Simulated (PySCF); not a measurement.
Molecule: C₇H₅NO, SMILES N#Cc1ccc(O)cc1. Atoms near the plane z = 0.0 Å, at the GFN2-xTB optimised geometry (x, y, z in Å): N1 (-2.0, -3.3, 0.0), C2 (-1.4, -2.3, 0.0), C3 (-0.7, -1.1, 0.0), C4 (-1.4, 0.2, 0.0), C5 (-0.7, 1.4, 0.0), C6 (0.7, 1.4, 0.0), O7 (1.4, 2.5, 0.0), C8 (1.4, 0.1, 0.0), C9 (0.7, -1.1, 0.0), H10 (-2.5, 0.2, 0.0), H11 (-1.2, 2.3, 0.0), H12 (0.8, 3.3, 0.0), H13 (2.5, 0.2, 0.0), H14 (1.2, -2.0, 0.0).

Calculation: PBE/def2-TZVP (PySCF). Cells within 0.4 Å of a nucleus heavier than hydrogen are left out (blank, or x). The values are rescaled to run from 0 to 1.

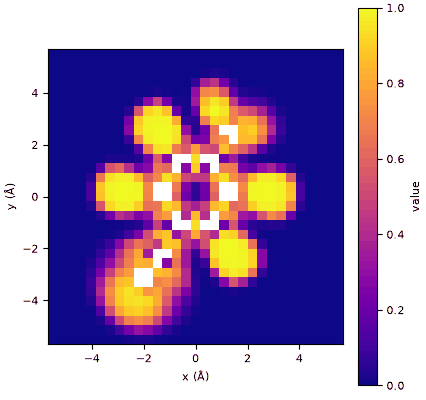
*a field on the plane z = 0.0 Å.*

**Question.** Which quantity is mapped?
A. electron localisation function
B. log10 of the electron density
C. Laplacian of the electron density
D. electrostatic potential

**Answer.** A, electron localisation function
